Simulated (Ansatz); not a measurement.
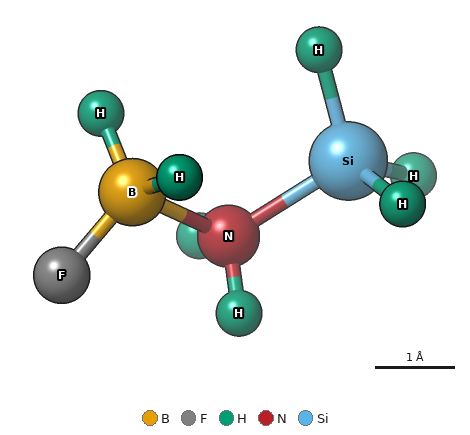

Fig. 1: The input geometry (ball-and-stick view, seen at a tilt). Bond lengths as drawn: B–F 1.39 Å, B–H 1.21 to 1.22 Å, B–N 1.71 Å, H–N 1.02 Å, H–Si 1.48 to 1.49 Å and N–Si 1.81 Å.

# Nudged elastic band, with input and output: BSiNH₇F

The run: nudged elastic band of BSiNH₇F. Method and program: RKS B3LYP/6-31G* (Ansatz 0.2.0).

One setting was made poor on purpose. It belongs to a series of runs on one base structure; here: band between the two ends.

**Input**
```yaml
crystal:
  periodic: [false, false, false]
  atoms:
    - { symbol: B, position_ang: [0.126435, -0.362472, -0.004799] }
    - { symbol: F, position_ang: [-0.862972, 0.616909, -0.003473] }
    - { symbol: H, position_ang: [1.251963, 0.053499, 0.212878] }
    - { symbol: H, position_ang: [0.043245, -1.182952, -0.896003] }
    - { symbol: "N", position_ang: [-0.22477, -1.27464, 1.400416] }
    - { symbol: H, position_ang: [-1.068159, -1.822504, 1.221442] }
    - { symbol: Si, position_ang: [1.201732, -2.272574, 1.913387] }
    - { symbol: H, position_ang: [1.825169, -2.828673, 0.697575] }
    - { symbol: H, position_ang: [2.100684, -1.368866, 2.660324] }
    - { symbol: H, position_ang: [0.718899, -3.36589, 2.79596] }
    - { symbol: H, position_ang: [-0.478926, -0.582738, 2.109894] }
basis:
  gaussian: { orbitals: "6-31G*" }
hamiltonian:
  xc: b3lyp
neb:
  order_check: false
  images: 7
  f_tol: 0.05
  max_iterations: 60
  initial_path: linear
  final_atoms:
    - { symbol: B, position_ang: [0.39390713, -0.702613, -0.3779773] }
    - { symbol: F, position_ang: [-0.82435092, 0.32254064, 2.45218925] }
    - { symbol: H, position_ang: [1.36587576, -0.02404108, -0.23375347] }
    - { symbol: H, position_ang: [-0.32755948, -0.58264619, -1.32435814] }
    - { symbol: "N", position_ang: [0.07681064, -1.6598196, 0.61758606] }
    - { symbol: H, position_ang: [-0.71913592, -2.26325763, 0.42008344] }
    - { symbol: Si, position_ang: [1.14714271, -2.18679735, 1.94209767] }
    - { symbol: H, position_ang: [1.89769155, -3.40408849, 1.53202859] }
    - { symbol: H, position_ang: [2.08026169, -1.07837736, 2.22564722] }
    - { symbol: H, position_ang: [0.31728206, -2.52587152, 3.12291137] }
    - { symbol: H, position_ang: [-0.77462523, -0.28592942, 1.73114631] }
```

Hardware: 1 thread of AMD EPYC (Zen 3), 32 GiB of memory available, shared host.

Command:
```bash
ansatz run input.yaml --threads 1 --pin off --max-ram 2048MiB --backend cpu --events-out ev --progress --plain --runs-dir out
```

**What the program printed**
```
Engine: ansatz 0.2.0, x86_64-unknown-linux-gnu
Functional definition: B3LYP
  parameter a0 = 0.2
  parameter ax = 0.72
  parameter ac = 0.81
  exchange = (1 - a0 - ax)*slater_x + ax*b88_x + a0*exact_x
  correlation = (1 - ac)*vwn_rpa_c + ac*lyp_c
877 factors; integrals over basis functions are off by at most 5.0e-4 eV
mean field evaluation 1: about -12872.3234 eV, gradient 4.9e1 eV
mean field evaluation 2: about -12868.4206 eV, gradient 6.6e1 eV
mean field evaluation 4: about -12876.8079 eV, gradient 1.4e0 eV
mean field evaluation 8: about -12876.8275 eV, gradient 2.0e-2 eV
mean field -12876.82753168 eV, -473.2146835622 hartree, gradient 2.0e-5 eV, S^2 0.000000; 0 other end points of the search recorded, 0 dependent functions left out
the calculation of the forces begins
reference -12876.82776313 eV, -473.2146920678 hartree; 21, 21 occupied and 57, 57 virtual orbitals, 877 factors
877 factors; integrals over basis functions are off by at most 5.7e-4 eV
mean field evaluation 16: about -12870.3608 eV, gradient 5.5e1 eV
mean field -12875.92742431 eV, -473.1816052265 hartree, gradient 2.9e-5 eV, S^2 0.000000; 0 other end points of the search recorded, 0 dependent functions left out
[... from here on the field's lines of each further geometry are left out, up to the last ...]
NEB iter   1: max|band force component| = 1.831e1 eV/Å  barrier→ = 3.1982 eV  barrier← = 2.2981 eV  Δτ_max = 0.2000 Å  (212 SCF iters)
NEB iter   2: max|band force component| = 2.277e0 eV/Å  barrier→ = 1.9415 eV  barrier← = 1.0414 eV  Δτ_max = 0.2000 Å  (194 SCF iters)
NEB iter   3: max|band force component| = 2.981e0 eV/Å  barrier→ = 1.5175 eV  barrier← = 0.6174 eV  Δτ_max = 0.1001 Å  (186 SCF iters)
NEB iter   4: max|band force component| = 1.075e0 eV/Å  barrier→ = 1.3704 eV  barrier← = 0.4703 eV  Δτ_max = 0.1504 Å  (175 SCF iters)
NEB iter   5: max|band force component| = 7.904e-1 eV/Å  barrier→ = 1.3264 eV  barrier← = 0.4263 eV  Δτ_max = 0.1968 Å  (172 SCF iters)
NEB iter   6: max|band force component| = 3.125e-1 eV/Å  barrier→ = 1.3224 eV  barrier← = 0.4223 eV  CI = image 4  Δτ_max = 0.0400 Å  (170 SCF iters)
NEB iter   7: max|band force component| = 1.768e-1 eV/Å  barrier→ = 1.3127 eV  barrier← = 0.4125 eV  CI = image 4  Δτ_max = 0.0344 Å  (168 SCF iters)
NEB iter   8: max|band force component| = 8.667e-2 eV/Å  barrier→ = 1.3090 eV  barrier← = 0.4089 eV  CI = image 4  Δτ_max = 0.0391 Å  (168 SCF iters)
NEB iter   9: max|band force component| = 1.340e-1 eV/Å  barrier→ = 1.3056 eV  barrier← = 0.4055 eV  CI = image 4  Δτ_max = 0.0196 Å  (169 SCF iters)
NEB iter  10: max|band force component| = 7.239e-2 eV/Å  barrier→ = 1.3045 eV  barrier← = 0.4043 eV  CI = image 4  Δτ_max = 0.0196 Å  (168 SCF iters)
NEB iter  11: max|band force component| = 8.765e-2 eV/Å  barrier→ = 1.3034 eV  barrier← = 0.4033 eV  CI = image 4  Δτ_max = 0.0098 Å  (168 SCF iters)
the calculation of the forces begins
reference -12875.90650755 eV, -473.1808365497 hartree; 21, 21 occupied and 57, 57 virtual orbitals, 877 factors
877 factors; integrals over basis functions are off by at most 4.9e-4 eV
mean field evaluation 672: about -12875.5244 eV, gradient 1.9e-1 eV
mean field -12875.52448529 eV, -473.1667974905 hartree, gradient 1.8e-5 eV, S^2 0.000000; 1 other end points of the search recorded, 0 dependent functions left out
the calculation of the forces begins
reference -12875.52472017 eV, -473.1668061220 hartree; 21, 21 occupied and 57, 57 virtual orbitals, 877 factors
NEB iter  12: max|band force component| = 3.170e-2 eV/Å  barrier→ = 1.3030 eV  barrier← = 0.4029 eV  CI = image 4  Δτ_max = 0.0000 Å  (324 SCF iters)
```

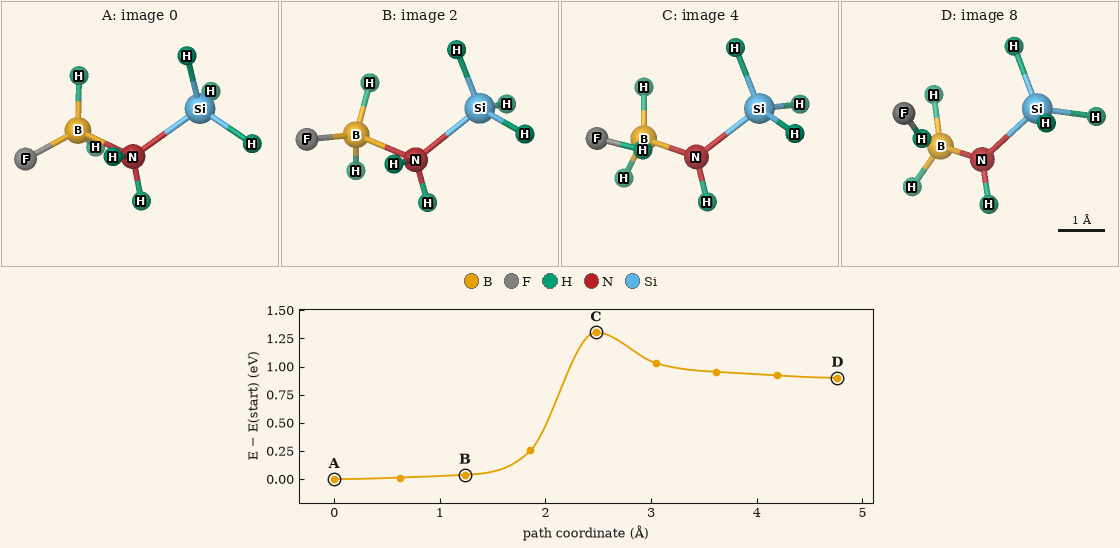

Fig. 2: Images of the last band (counted from 0; ball-and-stick, seen at a tilt) above the energy along the path; the line is a cubic interpolation that uses the forces. The highest image is number 4, 1.303 eV above the start and 0.403 eV above the end (the climbing image); the end lies 0.900 eV above the start. The path is 4.76 Å long. The band converged in 12 iterations.

```
Total energy: -12875.52472017 eV, -473.1668061220 hartree
Atom 0 at     0.183347    -0.462556     0.005326 Å, force     0.003833    -0.003456     0.030729 eV/Å
Atom 1 at    -0.775736     0.589954     1.035341 Å, force     0.006471     0.010830    -0.003522 eV/Å
Atom 2 at     1.278746     0.012873     0.030749 Å, force     0.000185     0.001918    -0.006530 eV/Å
Atom 3 at    -0.427362    -0.537477    -1.016509 Å, force    -0.006329    -0.001223    -0.013900 eV/Å
Atom 4 at    -0.075423    -1.582057     1.021687 Å, force    -0.014222    -0.024520    -0.004899 eV/Å
Atom 5 at    -0.784936    -2.247415     0.719497 Å, force    -0.002616     0.006159     0.000506 eV/Å
Atom 6 at     1.223611    -2.297401     1.993173 Å, force    -0.003420     0.017304    -0.011785 eV/Å
Atom 7 at     2.118324    -3.161875     1.179578 Å, force     0.006860     0.002053    -0.001083 eV/Å
Atom 8 at     2.002579    -1.188404     2.588782 Å, force    -0.000434     0.005463     0.006914 eV/Å
Atom 9 at     0.608528    -3.128176     3.061102 Å, force    -0.003690    -0.008284     0.003771 eV/Å
Atom 10 at    -0.718378    -0.388367     1.488875 Å, force     0.013362    -0.006244    -0.000200 eV/Å
Dipole moment:    -0.092367    -0.487319     0.235766 e Å
this run last wrote the band of iteration 12 to [file]
```

**The last band as extended XYZ (Å, eV, eV/Å)**
```
11
Properties=species:S:1:pos:R:3:forces:R:3 image=0 energy=-12876.82753
B     0.1264   -0.3625   -0.0048   -0.0109   0.0300  -0.0094
F    -0.8630    0.6169   -0.0035    0.0261  -0.0274  -0.0007
H     1.2520    0.0535    0.2129   -0.0106  -0.0052  -0.0037
H     0.0432   -1.1830   -0.8960   -0.0019   0.0059   0.0206
N    -0.2248   -1.2746    1.4004   -0.0059  -0.0034  -0.0014
H    -1.0682   -1.8225    1.2214    0.0039   0.0005   0.0038
Si    1.2017   -2.2726    1.9134    0.0015   0.0028  -0.0027
H     1.8252   -2.8287    0.6976   -0.0012   0.0010   0.0022
H     2.1007   -1.3689    2.6603   -0.0025  -0.0033   0.0005
H     0.7189   -3.3659    2.7960    0.0005   0.0025  -0.0030
H    -0.4789   -0.5827    2.1099    0.0009  -0.0036  -0.0062
11
Properties=species:S:1:pos:R:3:forces:R:3 image=1 energy=-12876.81409
B     0.1404   -0.3277    0.0081   -0.0036  -0.0021  -0.0026
F    -0.6988    0.7630    0.2179   -0.0053  -0.0065  -0.0143
H     1.3236   -0.0903    0.1764   -0.0032   0.0016   0.0083
H    -0.1174   -1.0005   -0.9666    0.0130  -0.0108   0.0014
N    -0.2524   -1.3693    1.3256   -0.0035   0.0110   0.0035
H    -1.0139   -1.9876    1.0432   -0.0024   0.0066   0.0080
Si    1.2076   -2.2454    1.9470   -0.0031  -0.0030  -0.0009
H     1.8591   -2.8972    0.7942   -0.0010   0.0086  -0.0077
H     2.0603   -1.2374    2.6066   -0.0001  -0.0034   0.0045
H     0.7656   -3.2682    2.9316    0.0011  -0.0074  -0.0103
H    -0.6409   -0.7303    2.0235    0.0080   0.0053   0.0101
11
Properties=species:S:1:pos:R:3:forces:R:3 image=2 energy=-12876.78927
B     0.1372   -0.2660    0.0193   -0.0008  -0.0048   0.0022
F    -0.5873    0.8326    0.4810    0.0147   0.0204  -0.0232
H     1.3440   -0.1329    0.0847    0.0039  -0.0198   0.0070
H    -0.2824   -0.7616   -1.0032    0.0194  -0.0178   0.0014
N    -0.2325   -1.4584    1.2299   -0.0144   0.0067   0.0176
H    -0.8916   -2.1316    0.8376   -0.0034   0.0019   0.0036
Si    1.2118   -2.2425    1.9913   -0.0024   0.0055  -0.0053
H     1.9152   -2.9991    0.9354   -0.0076   0.0253  -0.0236
H     2.0340   -1.1677    2.5788   -0.0063   0.0060   0.0053
H     0.7416   -3.1725    3.0526    0.0132  -0.0093  -0.0100
H    -0.7567   -0.8911    1.9003   -0.0165  -0.0140   0.0249
11
Properties=species:S:1:pos:R:3:forces:R:3 image=3 energy=-12876.57332
B     0.1150   -0.2523    0.0227   -0.1290   0.4135   0.0440
F    -0.6320    0.7179    0.7827    0.2356   0.2177  -0.4870
H     1.3017   -0.0281   -0.0008    0.0310  -0.0406  -0.0267
H    -0.4160   -0.5634   -1.0150    0.0475  -0.0418  -0.0048
N    -0.1463   -1.5240    1.1084   -0.1262   0.0860   0.1591
H    -0.8133   -2.2028    0.7388   -0.0231   0.0600  -0.0032
Si    1.2189   -2.2836    2.0200   -0.0044   0.0390   0.0526
H     2.0306   -3.1421    1.1252   -0.1196   0.0850  -0.0933
H     2.0213   -1.1837    2.5854   -0.0029   0.0329   0.0321
H     0.6245   -3.1227    3.0909    0.0345  -0.0140   0.0356
H    -0.6711   -0.8061    1.6494    0.0567  -0.8377   0.2915
11
Properties=species:S:1:pos:R:3:forces:R:3 image=4 energy=-12875.52448
B     0.1833   -0.4626    0.0053    0.0038  -0.0035   0.0307
F    -0.7757    0.5900    1.0353    0.0065   0.0108  -0.0035
H     1.2787    0.0129    0.0307    0.0002   0.0019  -0.0065
H    -0.4274   -0.5375   -1.0165   -0.0063  -0.0012  -0.0139
N    -0.0754   -1.5821    1.0217   -0.0142  -0.0245  -0.0049
H    -0.7849   -2.2474    0.7195   -0.0026   0.0062   0.0005
Si    1.2236   -2.2974    1.9932   -0.0034   0.0173  -0.0118
H     2.1183   -3.1619    1.1796    0.0069   0.0021  -0.0011
H     2.0026   -1.1884    2.5888   -0.0004   0.0055   0.0069
H     0.6085   -3.1282    3.0611   -0.0037  -0.0083   0.0038
H    -0.7184   -0.3884    1.4889    0.0134  -0.0062  -0.0002
11
Properties=species:S:1:pos:R:3:forces:R:3 image=5 energy=-12875.79763
B     0.2859   -0.6434   -0.0993    0.0684  -0.1121  -0.0800
F    -1.0071    0.7213    1.3224   -0.1212   0.1129   0.1640
H     1.2876   -0.0045    0.0114    0.0144  -0.0305  -0.0236
H    -0.4387   -0.5330   -1.0386   -0.0071  -0.0054  -0.0088
N     0.0316   -1.6751    0.8699    0.0635  -0.0487  -0.0830
H    -0.7529   -2.2912    0.6714    0.0080  -0.0172  -0.0210
Si    1.2638   -2.3100    1.9696    0.0145  -0.0145  -0.0092
H     2.2267   -3.1769    1.2430    0.0413  -0.0265   0.0458
H     1.9816   -1.1689    2.5830   -0.0059   0.0020  -0.0113
H     0.5928   -3.1220    3.0193   -0.0197   0.0164  -0.0177
H    -0.8381   -0.1874    1.5555   -0.0563   0.1236   0.0446
11
Properties=species:S:1:pos:R:3:forces:R:3 image=6 energy=-12875.87484
B     0.3327   -0.6675   -0.1995    0.0252  -0.0277  -0.0421
F    -1.1048    0.6586    1.7703   -0.0035  -0.0043   0.0354
H     1.3095    0.0055   -0.0695   -0.0026   0.0067  -0.0032
H    -0.4383   -0.5065   -1.0966   -0.0014   0.0069   0.0094
N     0.0995   -1.7107    0.7385    0.0071   0.0033  -0.0068
H    -0.6855   -2.3283    0.5450    0.0054  -0.0021  -0.0084
Si    1.2690   -2.2793    1.9471   -0.0125   0.0025  -0.0078
H     2.2503   -3.2219    1.3483   -0.0065  -0.0034   0.0158
H     1.9747   -1.1033    2.5001    0.0008   0.0073  -0.0081
H     0.5148   -2.9905    3.0116   -0.0055   0.0143   0.0010
H    -0.8885   -0.2470    1.6122   -0.0065  -0.0036   0.0148
11
Properties=species:S:1:pos:R:3:forces:R:3 image=7 energy=-12875.90627
B     0.3527   -0.6513   -0.2742    0.0088  -0.0118  -0.0267
F    -1.0510    0.4122    2.1554    0.0134  -0.0366   0.0259
H     1.2933    0.0629   -0.1032   -0.0060   0.0056  -0.0002
H    -0.4048   -0.4980   -1.1860    0.0042  -0.0009  -0.0006
N     0.1230   -1.7049    0.6475    0.0042   0.0172  -0.0020
H    -0.6354   -2.3468    0.4278    0.0070  -0.0028  -0.0114
Si    1.2420   -2.2150    1.9326   -0.0082  -0.0031  -0.0055
H     2.1967   -3.2368    1.4262   -0.0146  -0.0031   0.0129
H     1.9775   -1.0236    2.4022   -0.0007   0.0084  -0.0082
H     0.4376   -2.8165    3.0259   -0.0062   0.0229   0.0043
H    -0.8982   -0.3731    1.6536   -0.0020   0.0042   0.0114
11
Properties=species:S:1:pos:R:3:forces:R:3 image=8 energy=-12875.92742
B     0.3759   -0.6245   -0.3431    0.0010   0.0022  -0.0004
F    -1.0283    0.1058    2.4924   -0.0005  -0.0006   0.0043
H     1.2669    0.1406   -0.1273   -0.0022  -0.0045  -0.0018
H    -0.3250   -0.5249   -1.3071    0.0008   0.0024   0.0034
N     0.1302   -1.6649    0.5871   -0.0064  -0.0058  -0.0046
H    -0.5920   -2.3344    0.3286    0.0046   0.0024   0.0056
Si    1.2089   -2.1547    1.9191    0.0059  -0.0035   0.0001
H     2.0945   -3.2630    1.4713   -0.0006   0.0044   0.0028
H     2.0122   -0.9746    2.2958   -0.0022  -0.0027   0.0017
H     0.3834   -2.6444    3.0490    0.0002   0.0021  -0.0052
H    -0.8934   -0.4519    1.7418   -0.0005   0.0036  -0.0057
```

**Summary**

```csv
quantity,value
outcome,converged
"barrier, forward",1.303 eV
"barrier, backward",0.403 eV
wall time,3.6 min
peak memory,0.17 GiB
```

**Notes**

A deliberately poor setting: straight start. The order of the saddle point was not checked.
